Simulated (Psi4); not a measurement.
# SnH3Cl (SnClH3) at 6 levels

We compute a comparison of 6 runs (HF/3-21G, M06-HF-D3(0)/LANL2DZ, M06-HF/LANL2DZ, PBE0/def2-SVP, PBE/def2-TZVP, MP3/def2-SVP) of SnH3Cl (SnClH3). 

Program for the calculation: Psi4 1.11.

1 further run of the same task is left out (it didn't finish).

## Step 1: Starting point

SnH3Cl has 5 atoms, charge 0, and is taken as a singlet. SMILES: `[H][Sn]([H])([H])[Cl]`. Geometry: a GFN2-xTB relaxation, a rough one for these elements and not checked as a minimum.

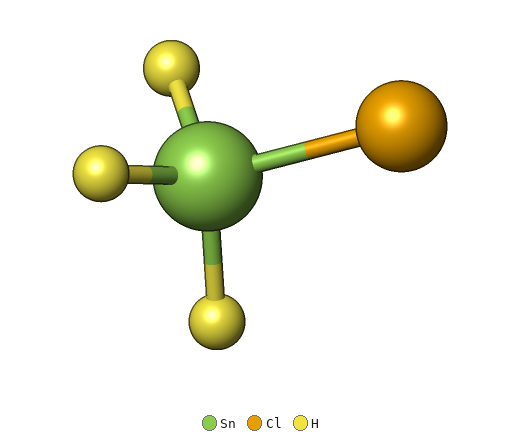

Viewed from a chosen angle; tin green, chlorine amber, hydrogen yellow.

## Step 2: Energy and forces at HF/3-21G (run 1)

Contents of input.dat:

```
memory 1600 MB

molecule {
  0 1
  Sn    -0.000010     0.000870    -0.142560
  Cl     0.011570    -0.019280     2.138020
  H      1.586650     0.010950    -0.675080
  H     -0.803020     1.380470    -0.647070
  H     -0.795190    -1.373000    -0.673310
  units angstrom
  symmetry c1
}

set globals {
  reference     rhf
  puream        true
  e_convergence 1e-09
  d_convergence 1e-08
  scf_type      pk
}

e_tot, wfn = gradient("hf/3-21G", return_wfn=True)
oeprop(wfn, "MULLIKEN_CHARGES", "QUADRUPOLE", "WIBERG_LOWDIN_INDICES", title="HF")
```

Command:

```bash
$ psi4 input.dat output.dat -n 1
```

output.dat:

```text
[...]
  Running in c1 symmetry.
[...]
  Nuclear repulsion =  253.592201262632187
[...]
  Multiplicity = 1
[...]
  Nalpha       = 35
  Nbeta        = 35
[...]
    Number of basis functions: 50
[...]
   @RHF iter   1: -6455.11548266343652   -3.06627e+00   1.05827e-02 ADIIS/DIIS
[...]
   @RHF iter   9: -6455.32842288356824   -9.09495e-12   4.55354e-09 DIIS
[...]
    Orbital Energies [Eh]
    ---------------------
    Doubly Occupied:
       1A   -1034.914365     2A   -156.260189     3A   -145.405614
       4A   -145.405188     5A   -145.405187     6A   -104.084696
       7A    -31.571513     8A    -26.947459     9A    -26.945751
      10A    -26.945749    11A    -19.113571    12A    -19.112701
      13A    -19.112699    14A    -19.111152    15A    -19.111152
      16A    -10.479550    17A     -7.942766    18A     -7.939173
      19A     -7.939173    20A     -5.588346    21A     -3.975166
      22A     -3.970175    23A     -3.970172    24A     -1.465832
      25A     -1.459247    26A     -1.459237    27A     -1.452617
      28A     -1.452608    29A     -1.078198    30A     -0.686486
      31A     -0.502119    32A     -0.502002    33A     -0.487838
      34A     -0.439904    35A     -0.439811
[...]
  @RHF Final Energy: -6455.32842288356824
   => Energetics <=
    Nuclear Repulsion Energy =            253.5922012626321873
    One-Electron Energy =               -9412.4864320202523231
    Two-Electron Energy =                2703.5658078740516430
    Total Energy =                      -6455.3284228835682370
[...]
  -Total Gradient:
     Atom            X                  Y                   Z
    ------   -----------------  -----------------  -----------------
       1        0.000384467772    -0.000491073664     0.039272106829
       2       -0.000314458149     0.000482050547    -0.051083409419
       3       -0.017712611759    -0.000073007493     0.004029008387
       4        0.008845158820    -0.015263842832     0.003746577595
       5        0.008797443315     0.015345873449     0.004035716858
[...]
 Multipole Moments:
 ------------------------------------------------------------------------------------
     Multipole            Electronic (a.u.)      Nuclear  (a.u.)        Total (a.u.)
 ------------------------------------------------------------------------------------
 L = 1.  Multiply by 2.5417464519 to convert [e a0] to [Debye]
 Dipole X            :         -0.0250288            0.0207082           -0.0043206
 Dipole Y            :          0.0508281           -0.0404797            0.0103484
 Dipole Z            :         -6.1339332            4.8131597           -1.3207735
 Magnitude           :                                                    1.3208211
 L = 2.  Multiply by 1.3450342976 to convert [e a0^2] to [Debye ang]
 Quadrupole XX       :        -45.2993125           13.5572510          -31.7420615
 Quadrupole XY       :          0.0091439           -0.0088210            0.0003229
[...]
  Mulliken Charges: (a.u.)
   Center  Symbol    Alpha    Beta     Spin     Total
       1    SN    24.39806 24.39806  0.00000  1.20387
       2    CL     8.77888  8.77888  0.00000 -0.55777
       3     H     0.60767  0.60767  0.00000 -0.21535
       4     H     0.60769  0.60769  0.00000 -0.21538
       5     H     0.60769  0.60769  0.00000 -0.21538
   Total alpha = 35.00000, Total beta = 35.00000, Total charge =  0.00000
  Wiberg Bond Indices using Orthogonal Lowdin Orbitals:
[...]
```

Wall time 4.2 s (1 thread of Intel Xeon Platinum 8259CL at 2.50GHz (Skylake/Cascade Lake), shared host); peak memory 0.19 GiB.

## Step 3: The charge distribution at M06-HF-D3(0)/LANL2DZ (density fitting, core potential, Cartesian functions) (run 2)

Contents of clh3sn.in:

```
memory 1.6 GB

molecule {
  0 1
  Sn
  Cl 1 r2
  H 1 r3 2 a3
  H 1 r4 3 a4 2 d4
  H 1 r5 3 a5 4 d5

  r2 = 2.280698
  r3 = 1.673669
  a3 = 108.26415
  r4 = 1.674112
  a4 = 110.72473
  d4 = 118.36544
  r5 = 1.673776
  a5 = 110.75879
  d5 = 123.16274
  symmetry c1
}

set basis LANL2DZ
set scf_type disk_df

energy_value, wavefunction = energy("m06-hf-d3zero2b", return_wfn=True)
oeprop(wavefunction, "MULTIPOLE(3)", "QUADRUPOLE")
```

Command:

```bash
$ psi4 -n 1 clh3sn.in clh3sn.out
```

clh3sn.out:

```text
[...]
    !!!  WARNING: ECP capability is in beta. Please check occupations closely.  !!!
[...]
  Running in c1 symmetry.
[...]
  Nuclear repulsion =   14.314806769211252
[...]
  Multiplicity = 1
[...]
  Nalpha       = 7
  Nbeta        = 7
[...]
    Number of basis functions: 22
[...]
   @DF-RKS iter   1:   -20.01625183097838   -1.98028e+00   6.74982e-03 DIIS/ADIIS
[...]
   @DF-RKS iter   7:   -20.03474612144044   -4.01729e-09   3.43701e-07 DIIS
[...]
    Orbital Energies [Eh]
    ---------------------
    Doubly Occupied:
       1A     -1.020775     2A     -0.675625     3A     -0.502862
       4A     -0.502780     5A     -0.495038     6A     -0.443788
       7A     -0.443701
[...]
  @DF-RKS Final Energy:   -20.03474612144044
   => Energetics <=
    Nuclear Repulsion Energy =             14.3148067692112519
    One-Electron Energy =                 -59.7106583915823421
    Two-Electron Energy =                  25.6992622319026154
    DFT Exchange-Correlation Energy =      -0.3381090432365006
    Empirical Dispersion Energy =          -0.0000476877354653
    VV10 Nonlocal Energy =                  0.0000000000000000
    Total Energy =                        -20.0347461214404383
[...]
 Multipole Moments:
 ------------------------------------------------------------------------------------
     Multipole            Electronic (a.u.)      Nuclear  (a.u.)        Total (a.u.)
 ------------------------------------------------------------------------------------
 L = 1.  Multiply by 2.5417464519 to convert [e a0] to [Debye]
 Dipole X            :          0.0044145           -0.0033893            0.0010252
 Dipole Y            :          0.0080847           -0.0061314            0.0019533
 Dipole Z            :        -15.3502029           14.1079788           -1.2422241
 Magnitude           :                                                    1.2422260
 L = 2.  Multiply by 1.3450342976 to convert [e a0^2] to [Debye ang]
 Quadrupole XX       :        -36.3842441           13.5385222          -22.8457220
 Quadrupole XY       :          0.0016101           -0.0016379           -0.0000277
[...]
```

Wall time 8.1 s (1 thread of Intel Xeon Platinum 8259CL at 2.50GHz (Skylake/Cascade Lake), shared host); peak memory 0.39 GiB.

Runs 3 to 5 aren't shown in full; the table further down has their settings and results.

## Step 4: A single-point energy at MP3/def2-SVP (density fitting, core potential, density fitting for correlation) (run 6)

Contents of calc.inp:

```
memory 1.6 GB

molecule {
  0 1
  Sn
  Cl 1 2.280698
  H 1 1.673669 2 108.26415
  H 1 1.674112 3 110.72473 2 118.36544
  H 1 1.673776 3 110.75879 4 123.16274
  symmetry c1
  no_reorient
  no_com
}

set globals {
  basis def2-SVP
  scf_type df
  num_frozen_docc 9
  mp_type df
}

E, wfn = energy('mp3', return_wfn=True)
print_variables()
```

Command:

```bash
$ psi4 calc.inp calc.out -n 1
```

calc.out:

```text
[...]
    !!!  WARNING: ECP capability is in beta. Please check occupations closely.  !!!
[...]
  Running in c1 symmetry.
[...]
  Nuclear repulsion =  116.592667524952986
[...]
  Multiplicity = 1
[...]
  Nalpha       = 21
  Nbeta        = 21
[...]
    Number of basis functions: 59
[...]
   @DF-RHF iter   1:  -674.44692889036673   -1.78227e+00   3.12171e-03 DIIS/ADIIS
[...]
   @DF-RHF iter  10:  -674.46293958542947   -1.47793e-12   3.58698e-09 DIIS
[...]
    Orbital Energies [Eh]
    ---------------------
    Doubly Occupied:
       1A   -104.771060     2A    -10.534680     3A     -8.009287
       4A     -8.006600     5A     -8.006599     6A     -5.894716
       7A     -4.087028     8A     -4.082564     9A     -4.082563
      10A     -1.360392    11A     -1.353553    12A     -1.353548
      13A     -1.346114    14A     -1.346107    15A     -1.061459
      16A     -0.689782    17A     -0.492666    18A     -0.492557
      19A     -0.487579    20A     -0.432781    21A     -0.432680
[...]
  @DF-RHF Final Energy:  -674.46293958542947
   => Energetics <=
    Nuclear Repulsion Energy =            116.5926675249529865
    One-Electron Energy =               -1245.4625829809117477
    Two-Electron Energy =                 454.4069758705293225
    Total Energy =                       -674.4629395854294671
[...]
 Multipole Moments:
 ------------------------------------------------------------------------------------
     Multipole            Electronic (a.u.)      Nuclear  (a.u.)        Total (a.u.)
 ------------------------------------------------------------------------------------
 L = 1.  Multiply by 2.5417464519 to convert [e a0] to [Debye]
 Dipole X            :          0.0038845           -0.0027241            0.0011604
 Dipole Y            :          0.0069777           -0.0049280            0.0020496
 Dipole Z            :        -31.9056315           31.0101482           -0.8954833
 Magnitude           :                                                    0.8954864
[...]
	DF-MP2 Total Energy (a.u.)         :  -674.71375265314043
[...]
	DF-MP3 Total Energy (a.u.)         :  -674.74228297353091
[...]
```

Run time: 3.9 s. Hardware: 1 thread of Intel Xeon Platinum 8259CL at 2.50GHz (Skylake/Cascade Lake), shared host; peak memory 0.21 GiB.

## Step 5: All runs side by side

```tsv
run	level	task	integrals	energy (Eh)	dipole moment (D)	HOMO energy (eV)	LUMO energy (eV)	wall time
1	HF/3-21G	gradient	pk	-6455.328423	3.36	-11.97	2.20	4.2 s
2	M06-HF-D3(0)/LANL2DZ (density fitting, core potential, Cartesian functions)	properties	disk_df	-20.034746	3.16	-12.07	0.51	8.1 s
3	M06-HF/LANL2DZ (density fitting, core potential, Cartesian functions)	properties	disk_df	-20.034698	3.16	-12.07	0.51	7.5 s
4	PBE0/def2-SVP (core potential)	gradient	pk	-676.012846	2.08	-8.54	-0.46	15 s
5	PBE/def2-TZVP (core potential)	gradient	pk	-676.131763	1.95	-7.36	-1.56	46 s
6	MP3/def2-SVP (density fitting, core potential, density fitting for correlation)	energy	df	-674.742283	–	-11.77	2.62	3.9 s
```

## Step 6: What came out

| quantity | value |
| --- | --- |
| run 6: total energy | -674.74228 Eh |
| run 6: HOMO energy (Hartree–Fock orbitals) | -11.77 eV |
| run 6: LUMO energy (Hartree–Fock orbitals) | 2.62 eV |
| run 6: HOMO–LUMO gap (Hartree–Fock orbitals) | 14.39 eV |
| run 6: correlation energy (9 core orbitals frozen) | -279.3 mEh |

What this shows: Over runs 1, 2, 3, 4, 5 the dipole moment (its size) runs from 1.95 D (PBE/def2-TZVP) to 3.36 D (HF/3-21G). The two ends differ in method and basis and core potential. Over runs 1, 2, 3, 4, 5 the HOMO–LUMO gap runs from 5.80 eV (PBE/def2-TZVP) to 14.16 eV (HF/3-21G). Totals of different functionals can't be ranked against each other. Some runs of one species differ in core potentials or relativity; totals across that change don't compare. In run 1 relativity is left out where basis or elements ask for it. All runs together took 84 s, the longest 46 s.
